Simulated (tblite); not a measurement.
Geometry relaxation of C$_{7}$H$_{11}$BOSi (part 4 of 4)

The same run, continued: C$_{7}$H$_{11}$BOSi, SMILES CC1=CC=CB(O[SiH3])C=C1; GFN2-xTB geometry optimisation, gas phase (tblite 0.8.0). 

Geometry of the input (Å):
```
C  -3.0383  0.6835  -0.1738
C  -1.7182  -0.0105  -0.1878
C  -1.2224  -0.4247  -1.3671
C  -0.0058  -1.1809  -1.6772
C  1.1182  -1.2220  -0.9485
B  1.3222  -0.5874  0.4482
O  2.6925  -0.4943  0.9699
Si 3.2016  1.1301  0.6995
C  0.1509  -0.5048  1.4624
C  -1.1433  -0.3279  1.1598
H  -3.8653  -0.0679  -0.2137
H  -3.1727  1.2974  0.7465
H  -3.1461  1.3725  -1.0334
H  -1.8292  -0.2132  -2.2510
H  0.0230  -1.6510  -2.6417
H  1.9781  -1.7140  -1.3745
H  3.1797  1.4243  -0.7435
H  2.3080  2.0549  1.4079
H  4.5658  1.3006  1.2032
H  0.4180  -0.5769  2.5142
H  -1.8257  -0.2711  2.0000
```

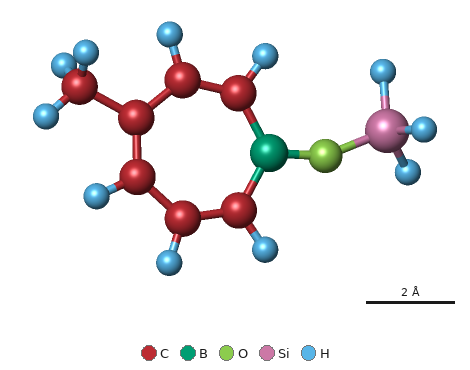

**Figure 1.** The geometry at step 164 of the log (ball-and-stick view, seen at a tilt).

**Trajectory as extended XYZ, continued**
```
21
Properties=species:S:1:pos:R:3:forces:R:3 step=145 energy=-752.98434
C    -3.4242   -0.1762    0.0448    0.0000   0.0070   0.0000
C    -1.9396   -0.1716   -0.2111   -0.0060  -0.0150  -0.0280
C    -1.4939   -0.7098   -1.3826   -0.0150   0.0340  -0.0380
C    -0.1893   -0.8378   -1.9290    0.0040   0.0050   0.0130
C     1.0013   -0.4909   -1.3831    0.0080  -0.0190  -0.0070
B     1.2827    0.1334   -0.0046   -0.0100  -0.0370  -0.0180
O     2.5718    0.3117    0.3405   -0.0110  -0.0200   0.0130
Si    3.8403    0.6300    1.2560    0.0440   0.0060   0.0250
C     0.1630    0.5537    0.9698    0.0070   0.0230  -0.0150
C    -1.1774    0.4173    0.8438    0.0120  -0.0280   0.0130
H    -3.6363   -0.6757    0.9892   -0.0330  -0.0170  -0.0070
H    -3.7967    0.8457    0.1219    0.0180  -0.0090  -0.0030
H    -3.9699   -0.6806   -0.7489    0.0080   0.0020   0.0270
H    -2.2714   -1.0994   -2.0323    0.0060  -0.0030  -0.0030
H    -0.1780   -1.2844   -2.9211   -0.0230   0.0120   0.0480
H     1.8715   -0.6968   -1.9987    0.0080   0.0030  -0.0140
H     4.8208    1.2329    0.3514   -0.0120   0.0180  -0.0010
H     3.5108    1.5541    2.3494    0.0070  -0.0100   0.0020
H     4.3120   -0.6494    1.7965   -0.0410   0.0290  -0.0090
H     0.4930    1.0299    1.8890    0.0050  -0.0010   0.0070
H    -1.7993    0.7808    1.6588    0.0250   0.0190  -0.0060
21
Properties=species:S:1:pos:R:3:forces:R:3 step=150 energy=-752.98647
C    -3.4156   -0.1528    0.0493   -0.0040   0.0000   0.0130
C    -1.9327   -0.1705   -0.2106   -0.0020   0.0010   0.0100
C    -1.4983   -0.7038   -1.3879    0.0050   0.0000   0.0090
C    -0.1949   -0.8586   -1.9290   -0.0090   0.0170  -0.0200
C     1.0034   -0.5226   -1.3935   -0.0050   0.0100  -0.0060
B     1.2946    0.1138   -0.0240    0.0130  -0.0020   0.0000
O     2.5856    0.3101    0.3076    0.0110  -0.0230   0.0040
Si    3.8193    0.6537    1.2637   -0.0060   0.0160  -0.0150
C     0.1840    0.5295    0.9618    0.0060  -0.0050   0.0000
C    -1.1573    0.3945    0.8484    0.0080   0.0130  -0.0100
H    -3.6332   -0.6491    0.9935   -0.0300  -0.0100   0.0220
H    -3.7737    0.8738    0.1245    0.0130   0.0090   0.0070
H    -3.9712   -0.6515   -0.7395   -0.0060  -0.0110  -0.0200
H    -2.2817   -1.0757   -2.0408    0.0060   0.0040   0.0020
H    -0.1965   -1.3127   -2.9159    0.0060  -0.0080  -0.0150
H     1.8676   -0.7368   -2.0145    0.0020  -0.0220  -0.0070
H     4.8102    1.2876    0.3922   -0.0220   0.0120   0.0040
H     3.4301    1.5584    2.3527    0.0250   0.0030   0.0170
H     4.2945   -0.6215    1.8043   -0.0050  -0.0010   0.0160
H     0.5227    0.9946    1.8839    0.0070  -0.0030  -0.0070
H    -1.7660    0.7565    1.6733   -0.0110   0.0010  -0.0040
21
Properties=species:S:1:pos:R:3:forces:R:3 step=155 energy=-752.98818
C    -3.4186   -0.1201    0.0389    0.0080  -0.0110  -0.0090
C    -1.9326   -0.1732   -0.2059    0.0030   0.0080  -0.0060
C    -1.4995   -0.6944   -1.3895   -0.0160  -0.0010  -0.0060
C    -0.1971   -0.8767   -1.9253   -0.0020  -0.0170   0.0110
C     1.0052   -0.5661   -1.3836    0.0120   0.0060  -0.0050
B     1.3011    0.0780   -0.0186   -0.0030   0.0070   0.0030
O     2.5924    0.2927    0.3019   -0.0190  -0.0090   0.0000
Si    3.8137    0.6957    1.2506   -0.0020   0.0100   0.0210
C     0.1933    0.4765    0.9782   -0.0010   0.0030  -0.0020
C    -1.1498    0.3560    0.8656   -0.0040   0.0060   0.0040
H    -3.6726   -0.6369    0.9639    0.0210   0.0120   0.0050
H    -3.7431    0.9159    0.1369    0.0010  -0.0040   0.0130
H    -3.9768   -0.5785   -0.7729   -0.0010   0.0040  -0.0110
H    -2.2864   -1.0353   -2.0542   -0.0100  -0.0100  -0.0120
H    -0.2011   -1.3363   -2.9102   -0.0100   0.0110  -0.0020
H     1.8681   -0.8061   -1.9975   -0.0050  -0.0050  -0.0040
H     4.7812    1.3524    0.3718   -0.0070   0.0070  -0.0190
H     3.4119    1.6060    2.3309    0.0010  -0.0020   0.0070
H     4.3199   -0.5582    1.8103    0.0170  -0.0110   0.0180
H     0.5367    0.9188    1.9096    0.0130  -0.0010  -0.0010
H    -1.7547    0.7067    1.6985    0.0020  -0.0040  -0.0040
21
Properties=species:S:1:pos:R:3:forces:R:3 step=159 energy=-752.98871
C    -3.4186   -0.1028    0.0287   -0.0050   0.0090   0.0100
C    -1.9324   -0.1683   -0.2084   -0.0030  -0.0060  -0.0050
C    -1.5005   -0.6897   -1.3920    0.0080   0.0000  -0.0010
C    -0.1968   -0.8882   -1.9190   -0.0030   0.0070  -0.0100
C     1.0066   -0.5846   -1.3749   -0.0150  -0.0010   0.0020
B     1.3013    0.0616   -0.0101   -0.0030  -0.0100  -0.0020
O     2.5922    0.2802    0.3077   -0.0070   0.0040   0.0170
Si    3.8138    0.7163    1.2423    0.0060  -0.0180  -0.0020
C     0.1939    0.4494    0.9919   -0.0020   0.0040  -0.0090
C    -1.1497    0.3402    0.8734    0.0020  -0.0010  -0.0070
H    -3.6813   -0.6323    0.9438    0.0090  -0.0120   0.0010
H    -3.7328    0.9338    0.1483    0.0010   0.0110  -0.0020
H    -3.9785   -0.5384   -0.7949    0.0050   0.0040   0.0070
H    -2.2885   -1.0178   -2.0623    0.0050  -0.0070  -0.0070
H    -0.2023   -1.3464   -2.9044    0.0010  -0.0040  -0.0040
H     1.8694   -0.8346   -1.9851   -0.0080   0.0010   0.0020
H     4.7608    1.3753    0.3416   -0.0130   0.0050   0.0050
H     3.4063    1.6292    2.3175   -0.0010   0.0120   0.0040
H     4.3454   -0.5220    1.8151    0.0110   0.0000   0.0060
H     0.5385    0.8728    1.9318    0.0090   0.0040  -0.0080
H    -1.7557    0.6834    1.7085    0.0030  -0.0020   0.0030
21
Properties=species:S:1:pos:R:3:forces:R:3 step=164 energy=-752.98913
C    -3.4164   -0.0978    0.0309    0.0030  -0.0090  -0.0020
C    -1.9310   -0.1676   -0.2093    0.0070   0.0060   0.0020
C    -1.5013   -0.6890   -1.3941   -0.0080   0.0040  -0.0030
C    -0.1989   -0.8892   -1.9228    0.0000  -0.0030   0.0040
C     1.0048   -0.5912   -1.3769    0.0100  -0.0040  -0.0040
B     1.3019    0.0529   -0.0123    0.0060   0.0080   0.0060
O     2.5917    0.2718    0.3098    0.0160  -0.0100   0.0070
Si    3.8089    0.7178    1.2461   -0.0200   0.0050  -0.0010
C     0.1973    0.4456    0.9892   -0.0020   0.0000   0.0010
C    -1.1464    0.3387    0.8726   -0.0010   0.0010  -0.0010
H    -3.6761   -0.6307    0.9454   -0.0030   0.0070  -0.0090
H    -3.7280    0.9398    0.1517    0.0040  -0.0100   0.0060
H    -3.9770   -0.5316   -0.7932   -0.0050   0.0070   0.0120
H    -2.2890   -1.0160   -2.0655   -0.0050   0.0020   0.0070
H    -0.2054   -1.3464   -2.9086   -0.0010   0.0000  -0.0030
H     1.8664   -0.8439   -1.9871    0.0060   0.0010  -0.0060
H     4.7465    1.3868    0.3436    0.0000   0.0030   0.0050
H     3.3945    1.6309    2.3203    0.0020  -0.0040  -0.0080
H     4.3498   -0.5142    1.8230    0.0110  -0.0040   0.0010
H     0.5484    0.8684    1.9272   -0.0160   0.0020  -0.0070
H    -1.7498    0.6818    1.7096   -0.0030  -0.0010  -0.0070
21
Properties=species:S:1:pos:R:3:forces:R:3 step=169 energy=-752.98943
C    -3.4127   -0.0946    0.0345   -0.0030   0.0020   0.0010
C    -1.9278   -0.1658   -0.2098   -0.0090  -0.0070  -0.0020
C    -1.5014   -0.6882   -1.3951    0.0080  -0.0050   0.0010
C    -0.2000   -0.8899   -1.9269   -0.0010   0.0000  -0.0030
C     1.0063   -0.5961   -1.3836   -0.0040   0.0030   0.0010
B     1.3061    0.0449   -0.0173   -0.0050  -0.0100  -0.0050
O     2.5972    0.2531    0.3077   -0.0230  -0.0130  -0.0110
Si    3.7995    0.7170    1.2529    0.0330   0.0030   0.0080
C     0.2031    0.4442    0.9837   -0.0010   0.0010  -0.0010
C    -1.1408    0.3404    0.8700   -0.0070   0.0030  -0.0060
H    -3.6713   -0.6263    0.9495    0.0020   0.0020   0.0030
H    -3.7219    0.9436    0.1558    0.0030  -0.0040   0.0080
H    -3.9787   -0.5269   -0.7863    0.0040   0.0000  -0.0040
H    -2.2917   -1.0167   -2.0626   -0.0010   0.0050  -0.0020
H    -0.2109   -1.3449   -2.9141    0.0050   0.0020   0.0060
H     1.8663   -0.8484   -1.9970   -0.0090   0.0010   0.0050
H     4.7305    1.3987    0.3533    0.0090   0.0070   0.0060
H     3.3714    1.6255    2.3247   -0.0070   0.0020   0.0010
H     4.3557   -0.5071    1.8330    0.0040   0.0010  -0.0020
H     0.5554    0.8689    1.9200   -0.0050   0.0020   0.0000
H    -1.7431    0.6854    1.7072    0.0050   0.0030  -0.0050
21
Properties=species:S:1:pos:R:3:forces:R:3 step=173 energy=-752.98962
C    -3.4135   -0.1017    0.0367    0.0010   0.0020   0.0030
C    -1.9292   -0.1662   -0.2108    0.0020   0.0020   0.0020
C    -1.5013   -0.6872   -1.3961   -0.0090  -0.0030  -0.0020
C    -0.2000   -0.8852   -1.9289   -0.0030   0.0020   0.0040
C     1.0059   -0.5922   -1.3846   -0.0010   0.0010   0.0030
B     1.3056    0.0449   -0.0167    0.0010   0.0000   0.0080
O     2.5965    0.2447    0.3145    0.0090  -0.0030   0.0030
Si    3.8031    0.7094    1.2556   -0.0140   0.0040  -0.0050
C     0.2010    0.4530    0.9792   -0.0010   0.0000   0.0020
C    -1.1428    0.3478    0.8655    0.0040  -0.0030   0.0020
H    -3.6657   -0.6319    0.9543   -0.0040  -0.0050   0.0020
H    -3.7264    0.9352    0.1580   -0.0050   0.0040   0.0030
H    -3.9802   -0.5383   -0.7814    0.0060   0.0020  -0.0010
H    -2.2921   -1.0157   -2.0629    0.0010  -0.0060  -0.0100
H    -0.2094   -1.3383   -2.9167   -0.0020   0.0020  -0.0030
H     1.8650   -0.8426   -1.9994    0.0050  -0.0010   0.0030
H     4.7317    1.3941    0.3560    0.0110   0.0030  -0.0010
H     3.3754    1.6189    2.3272   -0.0040  -0.0030   0.0000
H     4.3606   -0.5138    1.8353    0.0050  -0.0030  -0.0040
H     0.5508    0.8849    1.9131    0.0050   0.0010   0.0000
H    -1.7438    0.6971    1.7016   -0.0070   0.0040  -0.0080
21
Properties=species:S:1:pos:R:3:forces:R:3 step=178 energy=-752.98979
C    -3.4136   -0.1045    0.0393    0.0030   0.0000  -0.0020
C    -1.9296   -0.1652   -0.2119    0.0020  -0.0030  -0.0020
C    -1.5027   -0.6866   -1.3975    0.0040   0.0030  -0.0020
C    -0.2005   -0.8808   -1.9306   -0.0010  -0.0020  -0.0010
C     1.0056   -0.5928   -1.3835   -0.0030  -0.0060   0.0020
B     1.3065    0.0384   -0.0129   -0.0030   0.0000  -0.0050
O     2.5982    0.2301    0.3201   -0.0050   0.0010  -0.0020
Si    3.8029    0.7060    1.2575    0.0100   0.0010  -0.0020
C     0.2013    0.4553    0.9783    0.0000  -0.0010   0.0020
C    -1.1426    0.3535    0.8618   -0.0030   0.0050  -0.0020
H    -3.6622   -0.6372    0.9567   -0.0020  -0.0010  -0.0020
H    -3.7305    0.9310    0.1624    0.0010  -0.0020   0.0020
H    -3.9798   -0.5423   -0.7784    0.0000   0.0010   0.0000
H    -2.2928   -1.0167   -2.0648    0.0080  -0.0010   0.0030
H    -0.2089   -1.3281   -2.9212   -0.0030   0.0020   0.0040
H     1.8655   -0.8420   -1.9981   -0.0060   0.0020   0.0020
H     4.7289    1.3940    0.3565   -0.0010   0.0010   0.0040
H     3.3702    1.6149    2.3275   -0.0010  -0.0050  -0.0010
H     4.3700   -0.5139    1.8355    0.0010   0.0010   0.0000
H     0.5503    0.8924    1.9101    0.0020   0.0010   0.0010
H    -1.7452    0.7114    1.6930   -0.0010   0.0010   0.0020
```

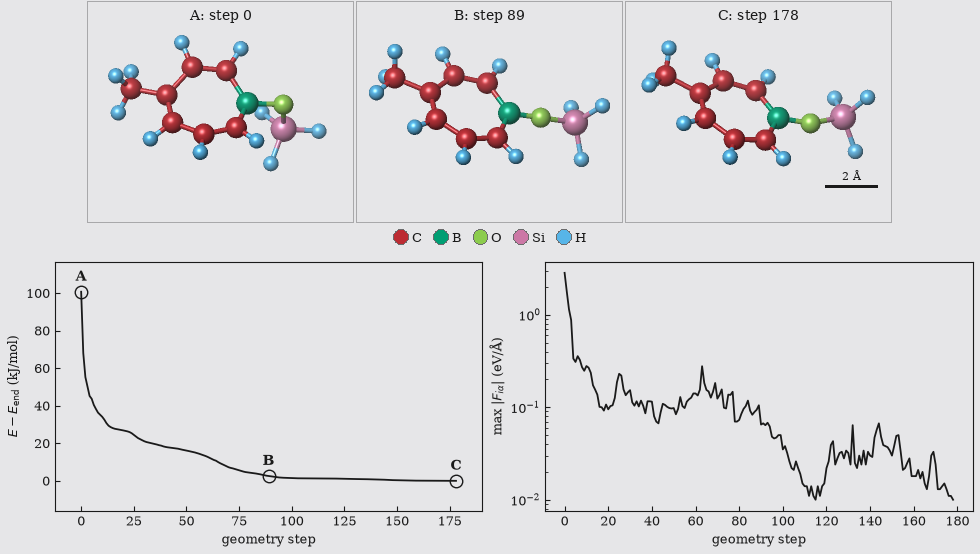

**Figure 2.** Frames of the relaxation (ball-and-stick view, seen at a tilt) above the curves, on which the letters mark them (steps are counted from 0).

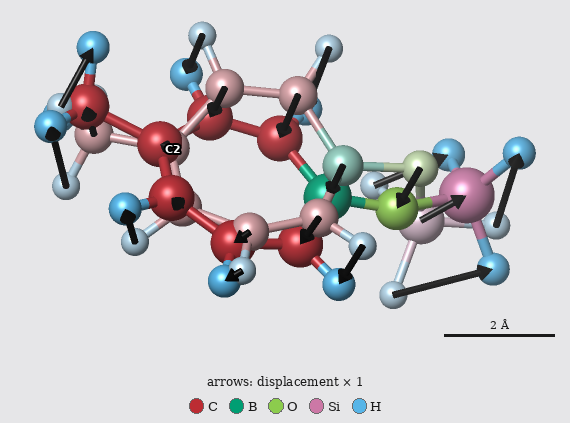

**Figure 3.** Start (faint) and end (solid) with the displacements as black arrows, at true length (ball-and-stick view, seen at a tilt). The two geometries are laid on each other by the best rigid fit. Over 178 geometry steps the energy falls by 100.7 kJ/mol. The largest force component goes from 2.8 to 0.01 eV/Å. The atom that moves furthest after the best rigid fit is H13 (2.04 Å). Largest moves by element: H 2.04 Å, C 1.11 Å, Si 0.96 Å, O 0.92 Å, B 0.74 Å. Among the contacts that change: O7–Si8 1.724 → 1.599 Å, B6–O7 1.469 → 1.348 Å, C2–C10 1.499 → 1.429 Å, C3–C4 1.466 → 1.420 Å. Among the angles that change: B6–O7–Si8 106.2° → 155.4°, O7–Si8–H17 109.7° → 104.8°, H17–Si8–H19 109.1° → 112.9°. (Atoms are counted from 1 in the order of the input.)

**Summary**

- outcome: converged
- total energy: −752.9898 eV
- hardware: 1 CPU thread, shared host
- wall time: 1.8 s
- peak memory: 0.18 GiB
